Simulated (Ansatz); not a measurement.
# CH₃NSi (SMILES C#[Si]N): single points off equilibrium

A test off equilibrium: a structure displaced at random from a GFN2-xTB minimum is computed at several levels, and each is set against CCSD(T).

Method: single points in def2-TZVPP; program: Ansatz 0.2.0, Gaussian basis.

Cores are frozen in the correlated methods. B3LYP uses VWN-RPA correlation.

## 1. The system as given

SMILES `C#[Si]N`, 6 atoms, charge 0, spin multiplicity 1.

Atoms are counted from 1 here; the program's logs count them from 0.

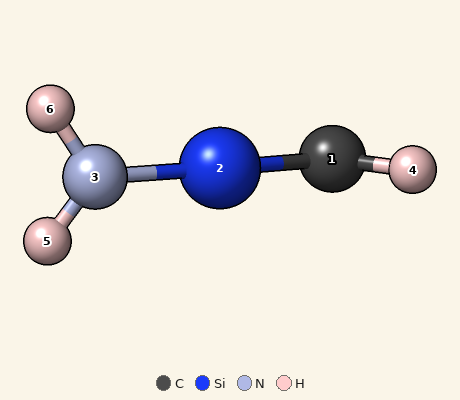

Start geometry, drawn with carbon dark grey, silicon blue, nitrogen light blue, hydrogen pink; atoms are numbered from 1 in the order of the file.

Coordinates:

```xyz
6
charge 0, multiplicity 1
C    -1.2698   -1.3964   -0.8246
Si   -0.2764   -0.2128   -0.0922
N     0.9430    0.8292    0.4527
H    -2.3673   -1.2991   -0.6366
H     1.3794    1.4993   -0.1285
H     1.5447    0.5863    1.2482
```

## 2. CCSD(T)/def2-TZVPP

run/in.yaml reads:

```yaml
crystal:
  periodic: [false, false, false]
  atoms:
    - {symbol: C, position_ang: [-1.269800, -1.396400, -0.824600]}
    - {symbol: Si, position_ang: [-0.276400, -0.212800, -0.092200]}
    - {symbol: N, position_ang: [0.943000, 0.829200, 0.452700]}
    - {symbol: H, position_ang: [-2.367300, -1.299100, -0.636600]}
    - {symbol: H, position_ang: [1.379400, 1.499300, -0.128500]}
    - {symbol: H, position_ang: [1.544700, 0.586300, 1.248200]}
basis:
  gaussian: {orbitals: def2-TZVPP}
correlation: {method: ccsd_t}
output: {forces: true}
```

No record of the launch command was kept for these runs.

## 3. PBE0-D4/def2-TZVPP

run/in.yaml, as its differences from that of step 2:

```diff
@@ -11,3 +11,3 @@
   gaussian: {orbitals: def2-TZVPP}
-correlation: {method: ccsd_t}
-output: {forces: true}
+hamiltonian: {xc: pbe0, dispersion: d4}
+output: {forces: true, orbitals: {seedname: orbitals}}
```

## 4. wB97M-V/def2-TZVPP

run/in.yaml, as its differences from that of step 3:

```diff
@@ -11,3 +11,3 @@
   gaussian: {orbitals: def2-TZVPP}
-hamiltonian: {xc: pbe0, dispersion: d4}
-output: {forces: true, orbitals: {seedname: orbitals}}
+hamiltonian: {xc: {name: wB97M-V}}
+output: {forces: true}
```

## 5. r2SCAN-D4/def2-TZVPP

run/in.yaml, as its differences from that of step 4:

```diff
@@ -11,3 +11,3 @@
   gaussian: {orbitals: def2-TZVPP}
-hamiltonian: {xc: {name: wB97M-V}}
+hamiltonian: {xc: r2scan, dispersion: d4}
 output: {forces: true}
```

## 6. PBE-D4/def2-TZVPP

run/in.yaml, as its differences from that of step 5:

```diff
@@ -11,3 +11,3 @@
   gaussian: {orbitals: def2-TZVPP}
-hamiltonian: {xc: r2scan, dispersion: d4}
+hamiltonian: {xc: pbe, dispersion: d4}
 output: {forces: true}
```

## 7. B3LYP-D4/def2-TZVPP

run/in.yaml, as its differences from that of step 6:

```diff
@@ -11,3 +11,3 @@
   gaussian: {orbitals: def2-TZVPP}
-hamiltonian: {xc: pbe, dispersion: d4}
+hamiltonian: {xc: {name: B3LYP}, dispersion: d4}
 output: {forces: true}
```

## 8. wB97X-V/def2-TZVPP

run/in.yaml, as its differences from that of step 7:

```diff
@@ -11,3 +11,3 @@
   gaussian: {orbitals: def2-TZVPP}
-hamiltonian: {xc: {name: B3LYP}, dispersion: d4}
+hamiltonian: {xc: {name: wB97X-V}}
 output: {forces: true}
```

(Steps that only read results are left out.)

Before running it: what results should come out? Wanted: energy less free atoms, CCSD(T)/def2-TZVPP; RMS force component; RMS force error; HOMO and LUMO, PBE0-D4; T1 diagnostic.

As calculated:

| quantity | value |
| --- | --- |
| energy less free atoms, CCSD(T)/def2-TZVPP | -19.217 eV |
| RMS force component | 0.654 to 0.817 eV/Å over the methods |
| RMS force error | PBE0-D4 0.241, wB97M-V 0.315, r2SCAN-D4 0.185, PBE-D4 0.207, B3LYP-D4 0.193, wB97X-V 0.355 eV/Å |
| HOMO and LUMO, PBE0-D4 | -6.09 and -1.78 eV |
| T1 diagnostic | 0.024 |

In words: Against CCSD(T) the functionals' energies less atoms differ by -1.424 to -0.394 eV, PBE-D4 by -1.424 eV. The reference is not at the basis limit: in triple zeta CCSD(T) underbinds, which counts against methods that bind more; the gaps are no ranking. The forces of r2SCAN-D4 come nearest to CCSD(T), those of wB97X-V are farthest. Frozen-core CCSD(T) forces in triple zeta carry basis errors of their own, and this is one geometry, so small gaps rank nothing. The restricted Hartree–Fock reference is unstable towards an unrestricted one at one or more of these structures.
